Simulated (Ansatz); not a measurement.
# Calculations on TaNH$_{4}$OClF$_{3}$

**1. Relaxation**

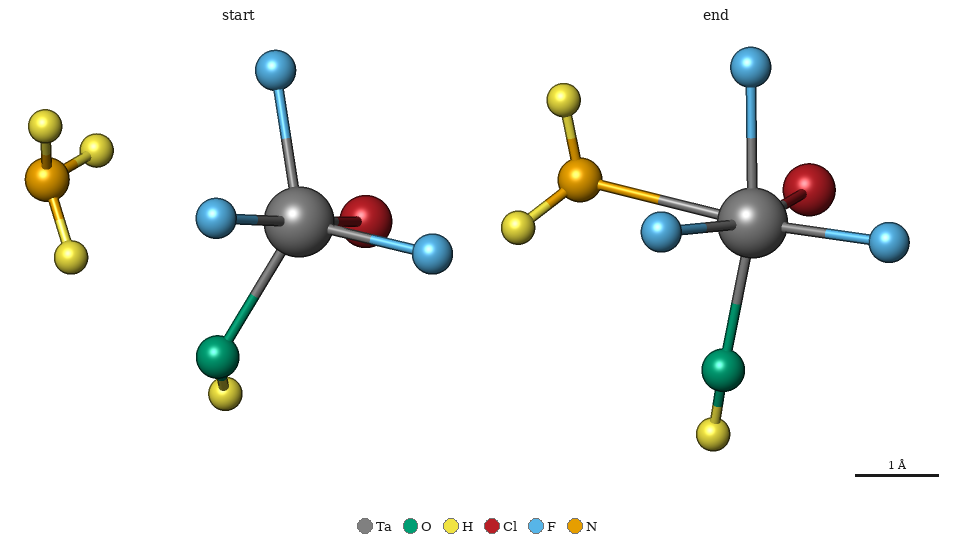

The structure of TaNH$_{4}$OClF$_{3}$ before (left) and after (right) a relaxation, at one scale.

A ball-and-stick model, seen from a free direction.

The run prepares an end point of a later path (reaction) calculation, from a guessed geometry.

All numbers below come from RKS PBE0-D4/def2-SVP (Ansatz 0.2.0). Set-up: no spin polarisation; force threshold 0.03 eV/Å; at most 50 steps.

Question: Summarise the run.

Answer: The energy falls by 31.1 kcal/mol in 23 accepted moves (25 points after the start). The largest force component goes from 1.7 to 0.026 eV/Å. The line search rejected the trial steps at points 7, 22 of the run. The forces were under the threshold at step 21, but the run went on from there. The N atom moves most after the best rigid fit: 0.73 Å. Largest moves by element: N 0.73 Å, H 0.65 Å, Cl 0.59 Å, F 0.46 Å, O 0.41 Å, Ta 0.31 Å. Some distances before and after: N–Ta 3.353 → 2.332 Å, H–Ta 3.331 → 2.806 Å, H–Ta 3.295 → 2.884 Å, O–Ta 1.966 → 1.880 Å. New bonds form, among them: N–Ta (3.35 → 2.33 Å). Among the angles between lasting bonds that change: Ta–O–H 122.6° → 159.5°, O–Ta–F 136.4° → 165.8°, F–Ta–F 112.2° → 95.1°. Cost: 76 s on 4 threads of Arm Neoverse V2 (shared host), peak memory 0.43 GiB.

Limits of the set-up: the start holds two separate molecules, 2.2 Å apart at their closest, whose relative position is a soft coordinate.

**2. Relaxation**

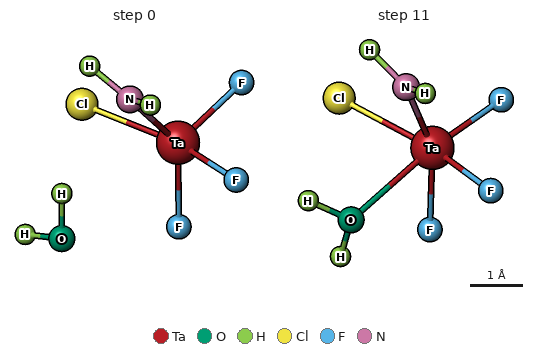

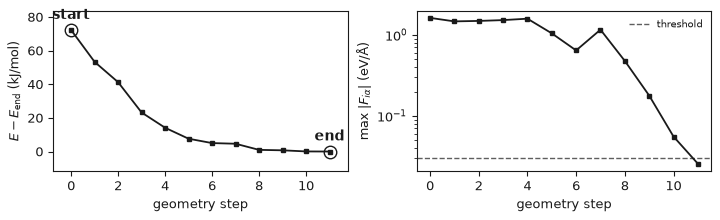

First and last geometry of a relaxation of TaNH4OClF3, with the history of the run. The picture is a ball-and-stick view, seen from a free direction.

The run prepares an end point of a later path (reaction) calculation, from a guessed geometry.

Level of theory: RKS PBE0-D4/def2-SVP (Ansatz).

Input
```yaml
crystal:
  periodic: [false, false, false]
  atoms:
    - { symbol: Ta, position_ang: [-0.432137, 0.439335, 0.310382] }
    - { symbol: O, position_ang: [2.687151, -0.303631, 0.319774] }
    - { symbol: H, position_ang: [2.736464, -0.886534, 1.089384] }
    - { symbol: Cl, position_ang: [-0.228629, -0.364417, 2.492511] }
    - { symbol: F, position_ang: [-0.084983, 1.181487, -1.375994] }
    - { symbol: F, position_ang: [-2.21279, 0.932962, 0.402257] }
    - { symbol: F, position_ang: [-0.265477, -1.282699, -0.409968] }
    - { symbol: "N", position_ang: [0.813674, 1.996987, 0.940197] }
    - { symbol: H, position_ang: [1.032867, 2.21881, 1.905644] }
    - { symbol: H, position_ang: [1.152596, 2.693783, 0.28209] }
    - { symbol: H, position_ang: [2.567866, 0.593518, 0.711323] }
basis:
  gaussian: { orbitals: def2-SVP }
hamiltonian:
  xc: pbe0
  dispersion: d4
relax:
  f_tol: 0.03
  max_steps: 50
```

Launched with:
```bash
ansatz run input.yaml --threads 4 --pin off --max-ram 5120MiB --backend cpu --events-out ev --progress --plain --runs-dir out
```

**Read the history and describe the run.**

It converged. The largest move after the best rigid fit is that of H3, 1.02 Å. By element the largest moves are H 1.02 Å, O 0.58 Å, F 0.38 Å, Ta 0.36 Å, Cl 0.34 Å, N 0.28 Å. Some distances before and after: Ta1–O2 3.207 → 2.285 Å, Ta1–H3 3.522 → 2.776 Å, Ta1–H11 3.031 → 2.880 Å, Ta1–N8 2.092 → 1.985 Å. New bonds form, among them: Ta1–O2 (3.21 → 2.28 Å). Among the angles between lasting bonds that change: F7–Ta1–N8 138.3° → 155.9°, F6–Ta1–F7 110.5° → 99.2°, F6–Ta1–N8 111.1° → 104.8°. Over 11 geometry steps the energy falls by 72.3 kJ/mol. Largest force component: 1.6 eV/Å at the start, 0.026 eV/Å at the end. Cost: 37 s on 4 threads of Arm Neoverse V2, on a shared host, peak memory 0.43 GiB.

```tsv
step	E − E(0), kJ/mol	largest force component, eV/Å
0	0.00	1.6234
1	-18.93	1.4694
2	-31.02	1.4887
3	-49.03	1.5236
4	-58.11	1.5863
5	-64.63	1.0460
6	-67.23	0.6436
7	-67.62	1.1608
8	-71.26	0.4778
9	-71.53	0.1785
10	-72.20	0.0557
11	-72.25	0.0257
```

Limits of the set-up: the start holds two separate molecules, 2.3 Å apart at their closest, whose relative position is a soft coordinate.

**3. Path**

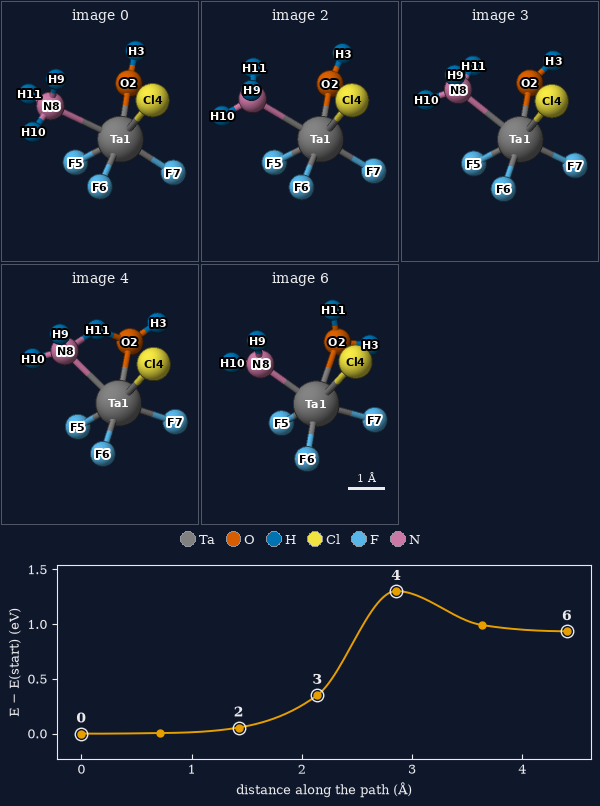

A nudged-elastic-band calculation for TaNH$_{4}$OClF$_{3}$. Images are numbered from 0 (start) to 6 (end). A ball-and-stick model, seen at a tilt.

These are results of RKS PBE0-D4/def2-SVP (Ansatz), not measurements. Set-up: 5 movable images; climbing image; force threshold 0.03 eV/Å; iteration limit 60; starting path through a guess of the saddle point.

Question: Describe the mechanism and the energy profile.

Answer: The energy climbs by 1.30 eV to image 4 and then falls by 0.37 eV, so the end point sits at +0.93 eV. A hydrogen atom shifts from one atom to another. Breaking: N8–H11 (1.02 → 1.40 at the top → 2.93 Å). Forming: O2–H11 (3.03 → 1.13 at the top → 0.97 Å). The band converged in 22 iterations, with a climbing image at the top.

Cost: 5.2 min on 4 threads of Arm Neoverse V2, with other jobs on the host, peak memory 0.46 GiB.
